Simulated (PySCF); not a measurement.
## Run report: C$_{6}$H$_{8}$Al (charge −1), NMR shielding calculation

C$_{6}$H$_{8}$Al, charge −1, SMILES [AlH3-][c]1ccccc1, computed with GIAO PBE0/pcSseg-1 NMR shielding, non-relativistic, IEF-PCM tetrahydrofuran (PySCF 2.14.0).

The geometry comes from this level: PBE0-D3(BJ)/def2-SVP. It belongs to a series of runs on one base structure; here: solvent tetrahydrofuran. Figures and captions count atoms from 1; the log counts them from 0 in places.

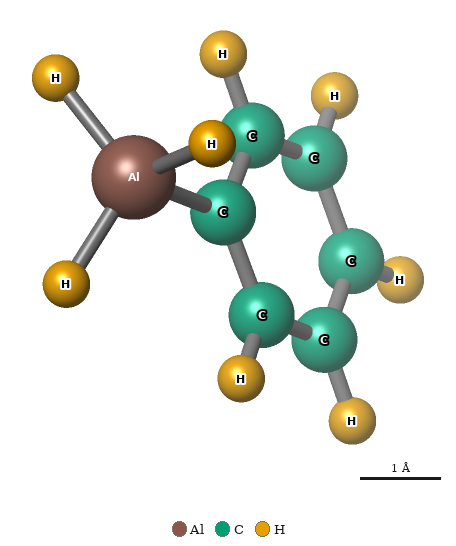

The structure (ball-and-stick view, seen at a tilt). Sticks mark near contacts.

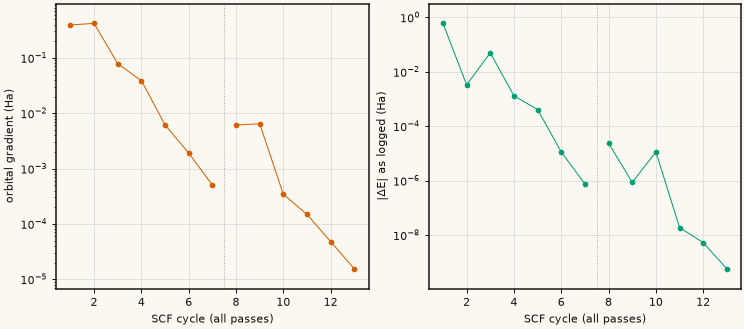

Convergence of the self-consistent field: orbital gradient and size of the energy change against the SCF cycle. The dotted line marks the change from a coarse to the final integration grid. The first 7 cycles use a coarse grid, the final grid takes over at cycle 8, and the field converges after 13 cycles in all.

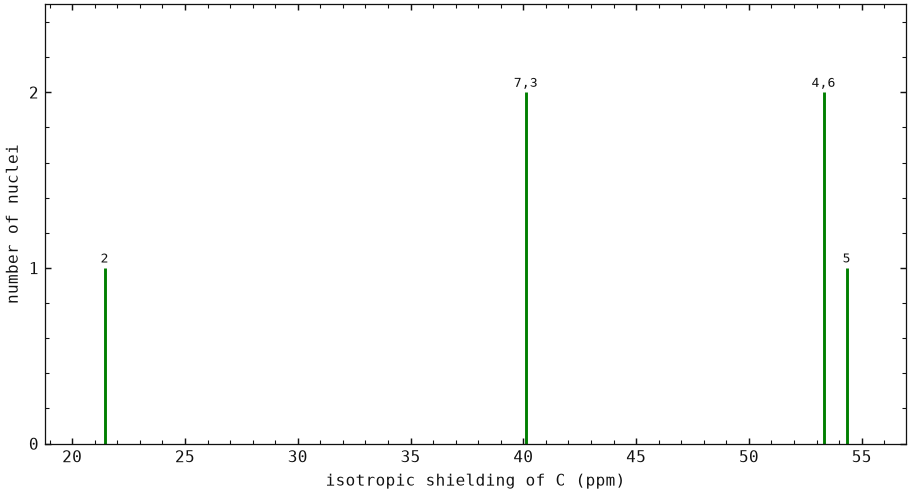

Isotropic shieldings of the carbon nuclei in this fixed geometry, labelled by atom number; shielding grows to the right, so chemical shift grows to the left. The least shielded is C2 (21.4 ppm), the most shielded C5 (54.3 ppm).

The input that produced these results follows, with the program's output.

**Input file**
```
{"job": {"kind": "nmr", "xc": "PBE0", "basis": "pcSseg-1", "solvent": "tetrahydrofuran", "pop": false}, "charge": -1, "multiplicity": 1}
Al     2.687266    -0.321101     0.107769
C      0.651781    -0.339563    -0.034542
C     -0.083678    -1.530769    -0.181878
C     -1.478799    -1.553966    -0.258232
C     -2.201533    -0.362176    -0.191186
C     -1.508714     0.841081    -0.049813
C     -0.113606     0.840940     0.024130
H      3.221050     1.104983    -0.513121
H      3.265436    -1.611400    -0.731823
H      3.118388    -0.440936     1.690743
H      0.458052    -2.482406    -0.244317
H     -2.007750    -2.506949    -0.372892
H     -3.294669    -0.370437    -0.251809
H     -2.062071     1.785627    -0.000323
H      0.404314     1.802215     0.126678
```

The first line tells a small driver script what to run in PySCF; the rest is the geometry in Å.

Launched with:
```bash
OMP_NUM_THREADS=1 python <driver script> task.json out
```

**Output**
```
coarse grid: 13104 points
cycle   1  E = -475.4522768823  dE =  5.955e-01  |g| = 3.931e-01  |ddm| = 3.698e+00
cycle   2  E = -475.4555700805  dE = -3.293e-03  |g| = 4.201e-01  |ddm| = 1.140e+00
cycle   3  E = -475.5050291951  dE = -4.946e-02  |g| = 7.828e-02  |ddm| = 5.254e-01
cycle   4  E = -475.5063256822  dE = -1.296e-03  |g| = 3.885e-02  |ddm| = 9.976e-02
cycle   5  E = -475.5067318988  dE = -4.062e-04  |g| = 6.134e-03  |ddm| = 4.311e-02
cycle   6  E = -475.5067431271  dE = -1.123e-05  |g| = 1.902e-03  |ddm| = 9.192e-03
cycle   7  E = -475.5067438802  dE = -7.531e-07  |g| = 5.025e-04  |ddm| = 1.716e-03
final grid: 122120 points
cycle   8  E = -475.5480656081  dE = -2.373e-05  |g| = 6.097e-03  |ddm| = 3.871e-02
cycle   9  E = -475.5480647534  dE =  8.548e-07  |g| = 6.455e-03  |ddm| = 1.353e-02
cycle  10  E = -475.5480760540  dE = -1.130e-05  |g| = 3.421e-04  |ddm| = 6.588e-03
cycle  11  E = -475.5480760728  dE = -1.884e-08  |g| = 1.477e-04  |ddm| = 3.915e-04
cycle  12  E = -475.5480760781  dE = -5.258e-09  |g| = 4.784e-05  |ddm| = 1.607e-04
cycle  13  E = -475.5480760786  dE = -5.688e-10  |g| = 1.535e-05  |ddm| = 6.245e-05
converged SCF energy = -475.5480760786

GIAO shielding tensors (ppm)
atom      isotropic    diamagn.    paramagn.     s11        s22        s33       span
  0 Al     456.032     795.297    -339.265    423.478    463.736    480.883     57.405
  1 C       21.437     250.115    -228.679    -72.719    -64.848    201.877    274.596
  2 C       40.149     252.220    -212.071    -80.863     35.237    166.073    246.936
  3 C       53.289     253.800    -200.511    -60.740     47.241    173.365    234.105
  4 C       54.330     254.403    -200.073    -56.503     43.615    175.877    232.380
  5 C       53.325     253.709    -200.385    -60.662     47.245    173.391    234.052
  6 C       40.070     252.474    -212.404    -81.058     35.178    166.091    247.149
  7 H       27.611      29.781      -2.170     24.607     27.091     31.135      6.528
  8 H       27.611      29.786      -2.175     24.606     27.084     31.142      6.536
  9 H       27.647      29.590      -1.943     25.739     25.872     31.330      5.591
 10 H       23.373      31.289      -7.916     19.566     22.329     28.224      8.657
 11 H       23.922      29.830      -5.908     20.701     24.196     26.868      6.166
 12 H       23.991      29.785      -5.794     20.821     24.585     26.567      5.746
 13 H       23.926      30.613      -6.687     20.697     24.206     26.875      6.178
 14 H       23.369      31.970      -8.601     19.570     22.299     28.238      8.669
```

**Summary**

```tsv
quantity	value
outcome	converged
total energy	−475.548076 hartree
HOMO	−6.23 eV
LUMO	0.41 eV
isotropic shielding, Al	456.0 ppm
isotropic shielding, C	21.4 to 54.3 ppm
isotropic shielding, H	23.4 to 27.6 ppm
hardware	1 CPU thread, shared host
wall time	13 s
peak memory	0.92 GiB
```
